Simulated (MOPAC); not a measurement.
Run report: BSiH5O2, saddle-point search

The run: saddle-point search of BSiH5O2. Method and program: PM6-D3, closed shell, dispersion D3 (MOPAC 23.2.5).

The starting geometry was optimised with PM6-D3.

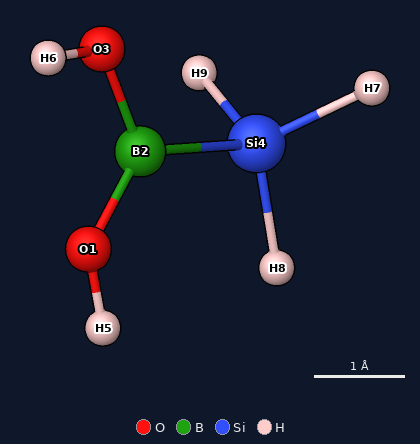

*The input geometry (ball-and-stick view, seen at a tilt; atoms are numbered from 1 in the order of the input).*

### Results in brief

```json
{"quantity": "outcome", "value": "converged"}
{"quantity": "heat of formation", "value": "−116.70 kcal/mol"}
{"quantity": "basis functions", "value": "26"}
{"quantity": "largest force", "value": "0.002 eV/Å"}
{"quantity": "HOMO", "value": "−9.65 eV"}
{"quantity": "LUMO", "value": "−0.36 eV"}
{"quantity": "dipole moment", "value": "1.71 D"}
{"quantity": "hardware", "value": "1 thread of Arm Neoverse V1, 24 GiB of memory available, shared host"}
{"quantity": "peak memory", "value": "0.12 GiB"}
```

### Notes

MOPAC's energies along a path are heats of formation.

### The input (input.mop)
```
PM6-D3 GNORM=0.1 CYCLES=150 TS AUX(PRECISION=9) THREADS=1
BH5O2Si

O      0.000000 +1     0.000000 +1     0.000000 +1
B      1.393250 +1     0.000000 +1     0.000000 +1
O      1.824000 +1     1.308450 +1     0.000000 +1
Si     2.763010 +1    -1.595660 +1    -0.012180 +1
H     -0.501790 +1    -0.793940 +1    -0.000400 +1
H      1.151380 +1     1.999460 +1    -0.000980 +1
H      3.602030 +1    -1.560150 +1     1.215760 +1
H      1.981010 +1    -2.861000 +1    -0.058750 +1
H      3.616330 +1    -1.498610 +1    -1.227860 +1
```

Run as:
```bash
mopac input.mop
```

### Output
```
MOPAC v23.2.5
PM6-D3 CALCULATION RESULTS

 *  PM6-D3     - CORRECT DISPERSION USING D3 METHOD
 *  TS         - USE EF ROUTINE FOR TS SEARCH
 *  THREADS=1  - MULTI-THREADING NOT USED
 *  CYCLES=    - DO A MAXIMUM OF 150 STEPS
 *  GNORM      - EXIT WHEN GRADIENT NORM DROPS BELOW 0.100
 *  AUX        - OUTPUT AUXILIARY INFORMATION
PM6-D3 GNORM=0.1 CYCLES=150 TS AUX(PRECISION=9) THREADS=1
 BH5O2Si

   ATOM   CHEMICAL          X               Y               Z
  NUMBER   SYMBOL      (ANGSTROMS)     (ANGSTROMS)     (ANGSTROMS)

     1       O          0.00000000  *   0.00000000  *   0.00000000  *
     2       B          1.39325000  *   0.00000000  *   0.00000000  *
     3       O          1.82400000  *   1.30845000  *   0.00000000  *
     4      Si          2.76301000  *  -1.59566000  *  -0.01218000  *
     5       H         -0.50179000  *  -0.79394000  *  -0.00040000  *
     6       H          1.15138000  *   1.99946000  *  -0.00098000  *
     7       H          3.60203000  *  -1.56015000  *   1.21576000  *
     8       H          1.98101000  *  -2.86100000  *  -0.05875000  *
     9       H          3.61633000  *  -1.49861000  *  -1.22786000  *

          CARTESIAN COORDINATES

    NO.       ATOM           X           Y           Z

     1         O          0.0000      0.0000      0.0000
     2         B          1.3933      0.0000      0.0000
     3         O          1.8240      1.3085      0.0000
     4        Si          2.7630     -1.5957     -0.0122
     5         H         -0.5018     -0.7939     -0.0004
     6         H          1.1514      1.9995     -0.0010
     7         H          3.6020     -1.5602      1.2158
     8         H          1.9810     -2.8610     -0.0588
     9         H          3.6163     -1.4986     -1.2279

           Empirical Formula: H5 O2 B Si  =     9 atoms

      MOLECULAR POINT GROUP   :   Cs

      RHF CALCULATION, NO. OF DOUBLY OCCUPIED LEVELS = 12

          Transition state refinement using EF

          HESSIAN CALCULATED NUMERICALLY

 CYCLE:     1 TIME:   0.047 TIME LEFT:  2.00D  GRAD.:     1.452 HEAT: -116.6907
 CYCLE:     2 TIME:   0.008 TIME LEFT:  2.00D  GRAD.:     0.065 HEAT: -116.6983

     GRADIENT =  0.06534 IS LESS THAN CUTOFF =  0.10000

 -------------------------------------------------------------------------------
 PM6-D3 GNORM=0.1 CYCLES=150 TS AUX(PRECISION=9) THREADS=1
 BH5O2Si

     GEOMETRY OPTIMISED USING EIGENVECTOR FOLLOWING (TS).
     SCF FIELD WAS ACHIEVED

                              PM6-D3 CALCULATION

          FINAL HEAT OF FORMATION =       -116.69828 KCAL/MOL =    -488.26562 KJ/MOL

          COSMO AREA              =        119.53 SQUARE ANGSTROMS
          COSMO VOLUME            =        107.82 CUBIC ANGSTROMS

          GRADIENT NORM           =          0.06534          =       0.02178 PER ATOM
          IONIZATION POTENTIAL    =          9.650601 EV
          HOMO LUMO ENERGIES (EV) =         -9.651 -0.361
          NO. OF FILLED LEVELS    =         12
          MOLECULAR WEIGHT        =         75.9338         POINT GROUP:  Cs

          MOLECULAR DIMENSIONS (Angstroms)

            Atom       Atom       Distance
            H     8    H     6     4.93219
            H     5    H     9     4.13157
            H     7    H     9     2.32618

          SCF CALCULATIONS        =         30

          WALL-CLOCK TIME         =      0.062 SECONDS
          COMPUTATION TIME        =      0.063 SECONDS

   ATOM   CHEMICAL          X               Y               Z
  NUMBER   SYMBOL      (ANGSTROMS)     (ANGSTROMS)     (ANGSTROMS)

     1       O          0.00001088  *   0.00005281  *   0.00323282  *
     2       B          1.39326294  *  -0.00031204  *  -0.00372884  *
     3       O          1.82443232  *   1.30802460  *  -0.00064470  *
     4      Si          2.76330159  *  -1.59578660  *  -0.01630111  *
     5       H         -0.50205849  *  -0.79370237  *   0.00240246  *
     6       H          1.15208637  *   1.99929787  *   0.00562497  *
     7       H          3.58672534  *  -1.55204916  *   1.22245978  *
     8       H          1.98228410  *  -2.86214827  *  -0.05440902  *
     9       H          3.62657524  *  -1.50246341  *  -1.22465366  *

                             CARTESIAN COORDINATES

   1    O        0.000010879     0.000052813     0.003232815
   2    B        1.393262944    -0.000312042    -0.003728842
   3    O        1.824432321     1.308024604    -0.000644703
   4   Si        2.763301593    -1.595786599    -0.016301112
   5    H       -0.502058488    -0.793702368     0.002402462
   6    H        1.152086368     1.999297866     0.005624972
   7    H        3.586725338    -1.552049159     1.222459782
   8    H        1.982284102    -2.862148273    -0.054409017
   9    H        3.626575238    -1.502463410    -1.224653663

           Empirical Formula: H5 O2 B Si  =     9 atoms

      MOLECULAR POINT GROUP   :   Cs

                  EIGENVALUES
 -30.27563 -29.73771 -20.35397 -19.37339 -18.40569 -14.49069 -14.11956 -13.11245
 -12.00690 -11.83451 -11.78199  -9.65060  -0.36103   0.40996   0.80252   1.19088
   1.29699   1.45386   2.10842   3.23806   3.52816   3.79432   4.37026   4.43055
   5.56933   5.90930

              NET ATOMIC CHARGES AND DIPOLE CONTRIBUTIONS

  ATOM NO.   TYPE          CHARGE      No. of ELECS.   s-Pop       p-Pop       d-Pop
    1          O          -0.573982        6.5740     1.70741     4.86657
    2          B           0.204397        2.7956     1.08700     1.70860
    3          O          -0.504882        6.5049     1.72642     4.77846
    4         Si           0.213079        3.7869     1.25949     2.07505     0.45239
    5          H           0.339854        0.6601     0.66015
    6          H           0.335131        0.6649     0.66487
    7          H          -0.001413        1.0014     1.00141
    8          H          -0.010990        1.0110     1.01099
    9          H          -0.001195        1.0012     1.00119
 DIPOLE           X         Y         Z       TOTAL
 POINT-CHG.     0.657    -2.713    -0.013     2.791
 HYBRID        -1.249     1.108     0.010     1.670
 SUM           -0.592    -1.604    -0.003     1.710

          ATOMIC ORBITAL ELECTRON POPULATIONS

     Atom    s        px        py        pz      x^2-y^2     xz        z^2       yz        xy
    1  O   1.70741   1.45636   1.57391   1.83630
    2  B   1.08700   0.63804   0.71555   0.35501
    3  O   1.72642   1.60649   1.36548   1.80648
    4 Si   1.25949   0.68810   0.64053   0.74642   0.04375   0.16332   0.11331   0.00173   0.13027
    5  H   0.66015
    6  H   0.66487
    7  H   1.00141
    8  H   1.01099
    9  H   1.00119

 *                    *
 * JOB ENDED NORMALLY *
 *                    *

 TOTAL JOB TIME:             0.06 SECONDS

 == MOPAC DONE ==
```

### Trajectory as extended XYZ (Å, eV, eV/Å), 2 frames, from step=0 to step=1
```
9
Properties=species:S:1:pos:R:3:forces:R:3 step=0 energy=-5.06019
O     0.0000    0.0000    0.0000    0.0010  -0.0008   0.0016
B     1.3933    0.0000    0.0000    0.0010   0.0013   0.0077
O     1.8240    1.3084    0.0000    0.0005  -0.0005   0.0013
Si    2.7630   -1.5957   -0.0122    0.0146  -0.0044  -0.0521
H    -0.5018   -0.7939   -0.0004   -0.0006  -0.0001  -0.0001
H     1.1514    1.9995   -0.0010    0.0001   0.0004   0.0015
H     3.6020   -1.5601    1.2158   -0.0155   0.0017   0.0130
H     1.9810   -2.8610   -0.0587   -0.0022  -0.0016   0.0221
H     3.6163   -1.4986   -1.2269    0.0010   0.0040   0.0048
9
Properties=species:S:1:pos:R:3:forces:R:3 step=1 energy=-5.06052
O     0.0000    0.0001    0.0032    0.0009  -0.0002   0.0000
B     1.3933   -0.0003   -0.0037   -0.0007   0.0006   0.0001
O     1.8244    1.3080   -0.0006   -0.0006   0.0001   0.0001
Si    2.7633   -1.5958   -0.0163    0.0009  -0.0001   0.0007
H    -0.5021   -0.7937    0.0024    0.0001   0.0002   0.0001
H     1.1521    1.9993    0.0056    0.0005  -0.0005  -0.0001
H     3.5867   -1.5520    1.2225   -0.0008   0.0000  -0.0017
H     1.9823   -2.8621   -0.0544    0.0001   0.0001   0.0001
H     3.6266   -1.5025   -1.2247   -0.0004  -0.0001   0.0007
```

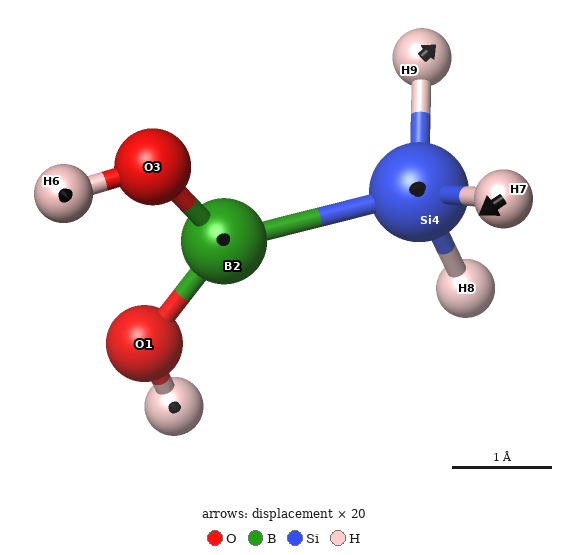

*The starting structure with the displacements as black arrows, magnified 20 times (ball-and-stick view, seen at a tilt). The two geometries are laid on each other by the best rigid fit.*

After 1 geometry step the energy has fallen by 0.01 kcal/mol. Largest force component: 0.052 eV/Å at the start, 0.0017 eV/Å at the end. The largest move after the best rigid fit is that of H7, 0.015 Å. Largest moves by element: H 0.015 Å, Si 0.008 Å, B 0.005 Å, O 0.004 Å. (Atoms are counted from 1 in the order of the input.)

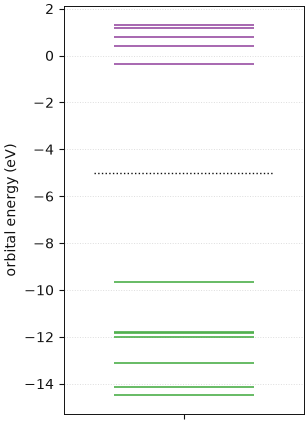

*Orbital energies near the frontier; the dotted line parts filled from empty levels, and levels within 0.02 eV of each other stand side by side.*

Highest filled −9.65 eV, lowest empty −0.36 eV, 9.29 eV apart.
